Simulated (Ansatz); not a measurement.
# ClFH₃NSSi₂: small, medium and large basis sets

How large a basis does ClFH₃NSSi₂ need? Two functionals are run in growing sets.

The runs use Ansatz 0.2.0, Gaussian basis; one geometry, several basis sets.

Levels to be run: PBE0-D4/def2-SVP; ωB97M-V/def2-SVP; PBE0-D4/def2-QZVPP; ωB97M-V/def2-QZVPP; the functionals' def2-TZVPP values are taken from earlier runs.

## (1) The relaxed structure

The geometry comes from an earlier relaxation with PBE0-D4 in a triple-zeta def2 set; it is a stationary point, not always the lowest conformer.

SMILES `N[Si@@H]1S[Si@]1(F)Cl`, 9 atoms, charge 0, spin multiplicity 1.

Atoms are counted from 1 here; the program's logs count them from 0.

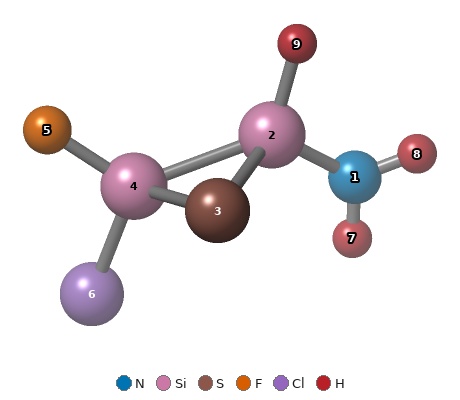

The geometry (nitrogen blue, silicon pink, sulfur brown, fluorine orange, chlorine purple, hydrogen red); atoms are numbered from 1 in the order of the file.

## (2) PBE0-D4 in def2-SVP

in.yaml reads:

```yaml
crystal:
  periodic: [false, false, false]
  atoms:
    - {symbol: N, position_ang: [1.071918, -1.441417, 0.503385]}
    - {symbol: Si, position_ang: [0.712278, 0.191173, 0.230232]}
    - {symbol: S, position_ang: [-0.948983, 1.160632, 1.301975]}
    - {symbol: Si, position_ang: [-1.118865, 0.943338, -0.785601]}
    - {symbol: F, position_ang: [-1.240793, 2.288024, -1.623098]}
    - {symbol: Cl, position_ang: [-2.625761, -0.254116, -1.460193]}
    - {symbol: H, position_ang: [0.375024, -2.165867, 0.457362]}
    - {symbol: H, position_ang: [1.886509, -1.717639, 1.026151]}
    - {symbol: H, position_ang: [1.977072, 0.949673, 0.332887]}
basis:
  gaussian: {orbitals: def2-SVP}
hamiltonian: {xc: pbe0, dispersion: d4}
output: {orbitals: {seedname: orbitals}}
```

On the command line:

```console
$ ansatz run in.yaml --threads 4 --pin off --events-out ev --progress --plain --max-ram 10444MiB
```

What it wrote:

```text
Functional definition: PBE0
  name "PBE0"
  cite "Adamo & Barone, J. Chem. Phys. 110, 6158 (1999) doi:10.1063/1.478522"
  cite "Perdew, Burke & Ernzerhof, Phys. Rev. Lett. 77, 3865 (1996) doi:10.1103/PhysRevLett.77.3865"
  parent pbe
  parameter a = 0.25
  parameter kappa = 0.804
  parameter beta = 0.06672455060314922
  exchange = (1 - a)*pbe_x(kappa = kappa, mu = beta*pi^2/3) + a*exact_x
  correlation = pbe_c(beta = beta)
1074 factors; integrals over basis functions are off by at most 9.5e-4 eV
mean field evaluation 1: about -43333.4730 eV, gradient 5.5e1 eV
mean field evaluation 2: about -43325.4316 eV, gradient 8.1e1 eV
mean field evaluation 4: about -43339.1859 eV, gradient 2.6e0 eV
mean field evaluation 8: about -43339.2775 eV, gradient 1.9e-1 eV
mean field evaluation 16: about -43339.2776 eV, gradient 9.3e-5 eV
mean field -43339.27762251 eV, -1592.6890762096 hartree, gradient 4.4e-5 eV, S^2 0.000000; 0 other end points of the search recorded, 0 dependent functions left out
reference -43339.27764788 eV, -1592.6890771422 hartree; 40, 40 occupied and 75, 75 virtual orbitals, 1074 factors
Total energy: -43339.56007137 eV, -1592.6994560141 hartree
```

Wall time 0.8 s (4 threads of Intel Xeon 6975P-C, shared host); peak memory 0.27 GiB.

## (3) ωB97M-V in def2-SVP

in.yaml: that of step 2 with these lines changed.

```diff
@@ -14,3 +14,3 @@
   gaussian: {orbitals: def2-SVP}
-hamiltonian: {xc: pbe0, dispersion: d4}
+hamiltonian: {xc: {name: wB97M-V}}
 output: {orbitals: {seedname: orbitals}}
```

The command is unchanged.

What it wrote, cut to the lines that bear on the results:

```text
Functional definition: wB97M-V
  name "wB97M-V"
  cite "Mardirossian & Head-Gordon, J. Chem. Phys. 144, 214110 (2016) doi:10.1063/1.4952647"
  cite "Becke, J. Chem. Phys. 107, 8554 (1997) doi:10.1063/1.475007"
  cite "Vydrov & Van Voorhis, J. Chem. Phys. 133, 244103 (2010) doi:10.1063/1.3521275"
  # Of w^i u^j: cxij and so on, Table III.
[...]
  gx(w, u) = 1 - cx + cx01*u + cx10*w
  gss(w, u) = css00 + css04*u^4 + css10*w + css20*w^2 + css43*w^4*u^3
  gos(w, u) = cos00 + cos10*w + (cos20 + cos21*u)*w^2 + (cos60 + cos61*u)*w^6
[...]
      + integral(e_c_pw_mod_opposite_spin*gos(b97_w_opposite, b97_u_opposite)) + vv10(b, c)
1074 factors; integrals over basis functions are off by at most 9.5e-4 eV
339 factors; integrals over basis functions are off by at most 6.9e-6 eV
[...]
mean field -43354.70888680 eV, -1593.2561647128 hartree, gradient 4.2e-5 eV, S^2 0.000000; 0 other end points of the search recorded, 0 dependent functions left out
reference -43354.70892698 eV, -1593.2561661894 hartree; 40, 40 occupied and 75, 75 virtual orbitals, 1074 factors
Total energy: -43354.70892698 eV, -1593.2561661894 hartree
```

Wall time 2.8 s (4 threads of Intel Xeon 6975P-C, shared host); peak memory 0.41 GiB.

## (4) PBE0-D4 in def2-QZVPP

in.yaml: that of step 3 with these lines changed.

```diff
@@ -13,4 +13,4 @@
 basis:
-  gaussian: {orbitals: def2-SVP}
-hamiltonian: {xc: {name: wB97M-V}}
+  gaussian: {orbitals: "def2-QZVPP.json"}
+hamiltonian: {xc: pbe0, dispersion: d4}
 output: {orbitals: {seedname: orbitals}}
```

The command is unchanged.

What it wrote:

```text
Functional definition: PBE0
  name "PBE0"
  cite "Adamo & Barone, J. Chem. Phys. 110, 6158 (1999) doi:10.1063/1.478522"
  cite "Perdew, Burke & Ernzerhof, Phys. Rev. Lett. 77, 3865 (1996) doi:10.1103/PhysRevLett.77.3865"
  parent pbe
  parameter a = 0.25
  parameter kappa = 0.804
  parameter beta = 0.06672455060314922
  exchange = (1 - a)*pbe_x(kappa = kappa, mu = beta*pi^2/3) + a*exact_x
  correlation = pbe_c(beta = beta)
2040 factors; their error is unknown
mean field evaluation 1: about -43352.0666 eV, gradient 6.7e1 eV
mean field evaluation 2: about -43340.6964 eV, gradient 9.7e1 eV
mean field evaluation 4: about -43359.9580 eV, gradient 4.8e0 eV
mean field evaluation 8: about -43360.0130 eV, gradient 1.5e-1 eV
mean field evaluation 16: about -43360.0525 eV, gradient 1.8e-4 eV
mean field -43360.05248777 eV, -1593.4525384264 hartree, gradient 5.3e-5 eV, S^2 0.000000; 0 other end points of the search recorded, 0 dependent functions left out
reference -43360.05252514 eV, -1593.4525397996 hartree; 40, 40 occupied and 444, 444 virtual orbitals, 2040 factors
Total energy: -43360.33494863 eV, -1593.4629186715 hartree
```

It took 7.5 s on 4 threads of Intel Xeon 6975P-C, shared host; peak memory 2.4 GiB.

## (5) ωB97M-V in def2-QZVPP

in.yaml: that of step 4 with these lines changed.

```diff
@@ -14,3 +14,3 @@
   gaussian: {orbitals: "def2-QZVPP.json"}
-hamiltonian: {xc: pbe0, dispersion: d4}
+hamiltonian: {xc: {name: wB97M-V}}
 output: {orbitals: {seedname: orbitals}}
```

Same command.

What it wrote, cut to the lines that bear on the results:

```text
Functional definition: wB97M-V
  name "wB97M-V"
  cite "Mardirossian & Head-Gordon, J. Chem. Phys. 144, 214110 (2016) doi:10.1063/1.4952647"
  cite "Becke, J. Chem. Phys. 107, 8554 (1997) doi:10.1063/1.475007"
  cite "Vydrov & Van Voorhis, J. Chem. Phys. 133, 244103 (2010) doi:10.1063/1.3521275"
  # Of w^i u^j: cxij and so on, Table III.
[...]
  gx(w, u) = 1 - cx + cx01*u + cx10*w
  gss(w, u) = css00 + css04*u^4 + css10*w + css20*w^2 + css43*w^4*u^3
  gos(w, u) = cos00 + cos10*w + (cos20 + cos21*u)*w^2 + (cos60 + cos61*u)*w^6
[...]
      + integral(e_c_pw_mod_opposite_spin*gos(b97_w_opposite, b97_u_opposite)) + vv10(b, c)
1956 factors; their error is unknown
365 factors; integrals over basis functions are off by at most 3.5e-5 eV
[...]
mean field -43375.40156267 eV, -1594.0166065251 hartree, gradient 2.8e-5 eV, S^2 0.000000; 0 other end points of the search recorded, 0 dependent functions left out
reference -43375.40162336 eV, -1594.0166087553 hartree; 40, 40 occupied and 444, 444 virtual orbitals, 1956 factors
Total energy: -43375.40162336 eV, -1594.0166087553 hartree
```

Wall time 14 s (4 threads of Intel Xeon 6975P-C, shared host); peak memory 2.8 GiB.

## (6) Functionals by basis

The def2-TZVPP values come from earlier runs at the same geometry.

```
functional       basis  functions  energy (eV)  from the largest (eV)  HOMO (eV)  LUMO (eV)
   PBE0-D4    def2-SVP        115  -43339.5601                 20.775      -7.01      -0.42
   PBE0-D4  def2-TZVPP        272  -43358.8653                  1.470      -7.09      -0.78
   PBE0-D4  def2-QZVPP        484  -43360.3349                  0.000      -7.13      -0.89
   ωB97M-V    def2-SVP        115  -43354.7089                 20.693      -8.95       1.55
   ωB97M-V  def2-TZVPP        272  -43374.0167                  1.385      -9.07       1.06
   ωB97M-V  def2-QZVPP        484  -43375.4016                  0.000      -9.12       0.80
```

## (7) Summary of results

| quantity | value |
| --- | --- |
| PBE0-D4: double and triple zeta above quadruple | 20.77, 1.47 eV |
| ωB97M-V: double and triple zeta above quadruple | 20.69, 1.38 eV |

**Reading.** For PBE0-D4 the step from double to triple zeta gains 19.31 eV and the next only 1.47 eV. These are total energies; as a rule much of such shifts cancels in differences, which this series doesn't test. The LUMO of ωB97M-V is positive and keeps falling with the basis (1.55 to 0.80 eV): an unbound level that the basis holds in place.

For PBE0-D4 the largest set took about 9 times as long as the smallest (7.5 s against 0.8 s).
